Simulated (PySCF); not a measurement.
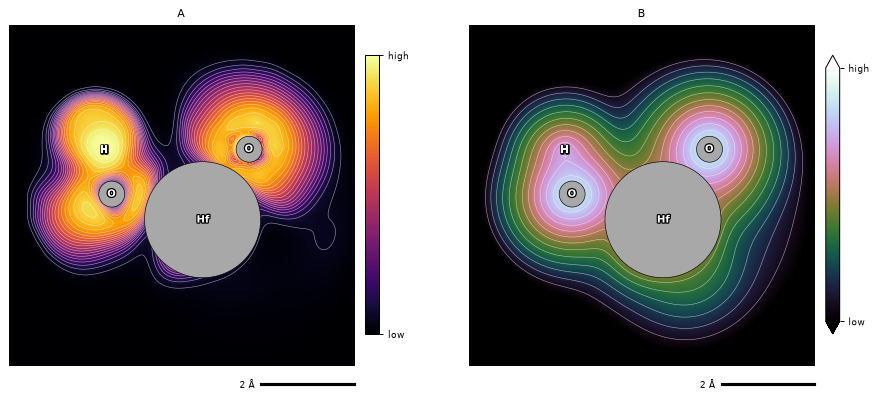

H$_{3}$HfO$_{4}$ (charge −1): 2 fields on the plane of atoms O2, Hf1 and O3, with unlabelled colour scales. Grey discs cover the atomic cores.

Core potentials replace the inner electrons of Hf.

Method: RKS PBE, Hf def2-SVP with ECP60, O def2-SVP, H def2-SVP; non-relativistic Hamiltonian with scalar-relativistic core potentials where named; density fitting in PySCF 2.14.0.

Question: The panels show electron density and electron localisation function in some order. Assign them.

Answer: Panel A: electron localisation function. Panel B: electron density. From the grid: Hf1···H4 (2.62 Å): the density falls to about 0.5 e/Å³ on the way; the ELF climbs to about 0.95 towards the hydrogen. Hf–O (1.83 Å): ρ at the midpoint is about 1.2 e/Å³; the ELF peaks at about 0.80 in the valence shell of O, 0.6 Å from its nucleus, and drops to about 0.35 between the two atoms.
